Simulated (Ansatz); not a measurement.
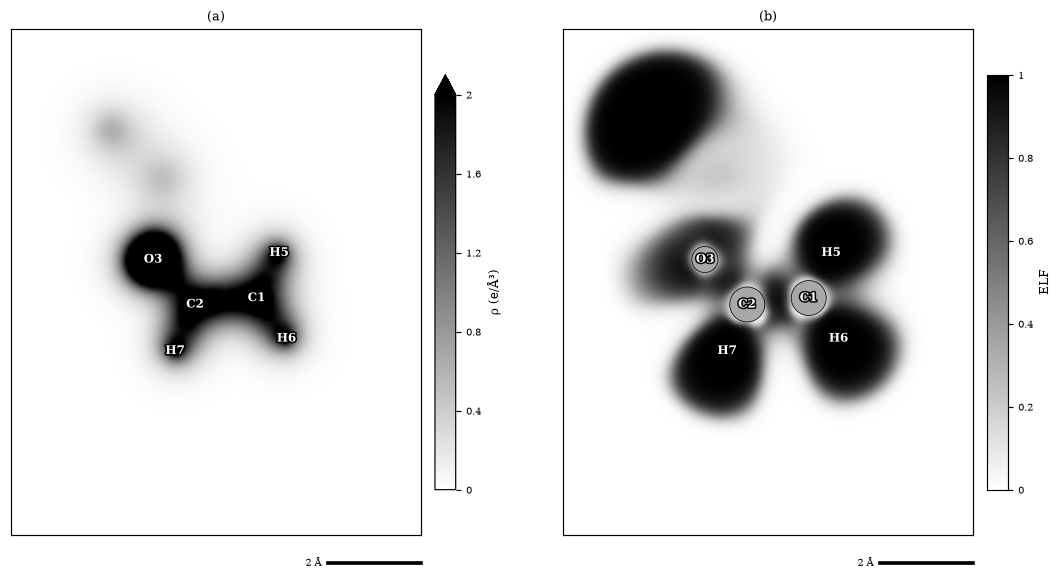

Figure 1: C₂H₅InO (SMILES C=C[O][InH2]). (a) electron density; (b) ELF on the plane of atoms C2, C1 and H6. Grey discs cover the atomic cores in the ELF map.

Geometry: PBE0-D4/def2-TZVP; core potentials replace the inner electrons of In.

Computed with Ansatz 0.2.0, RKS PBE0-D4/def2-TZVPP.

Input file:

```
crystal:
  periodic: [false, false, false]
  atoms:
    - {symbol: C, position_ang: [0.030453, 1.324515, -0.761385]}
    - {symbol: C, position_ang: [0.987242, 0.553641, -0.242709]}
    - {symbol: O, position_ang: [0.905024, -0.740894, 0.059842]}
    - {symbol: In, position_ang: [-0.742794, -1.615884, 0.822812]}
    - {symbol: H, position_ang: [-0.955491, 0.937701, -1.001918]}
    - {symbol: H, position_ang: [0.226457, 2.367068, -0.971049]}
    - {symbol: H, position_ang: [1.974282, 0.978128, -0.046496]}
    - {symbol: H, position_ang: [-0.580238, -3.300842, 0.650432]}
    - {symbol: H, position_ang: [-1.844935, -0.503433, 1.490461]}
basis:
  gaussian: {orbitals: def2-TZVPP}
hamiltonian: {xc: pbe0, dispersion: d4}
output: {orbitals: {seedname: orbitals}}
```

Command:

```sh
ansatz run in.yaml --threads 2 --pin off --events-out ev --progress --plain --max-ram 22528MiB --backend cpu
```

What do the fields say about this system?

Answer. Atoms in the plane: C, O and H.
C–O (1.33 Å): the density is about 2.5 e/Å³ at the midpoint; the ELF peaks at about 0.85 between the atoms; a shared but strongly polarised pair.
C–C (1.33 Å): the density is about 2.4 e/Å³ at the midpoint; the ELF peaks at about 0.95 between the atoms: a multiple bond.
C–H (1.08 Å): ρ is about 2 e/Å³ halfway; the ELF climbs to about 1 towards the hydrogen, as it does in any bond to H (an ordinary covalent bond to hydrogen).
The ELF also peaks beside O3, away from the bonds: lone-pair regions.
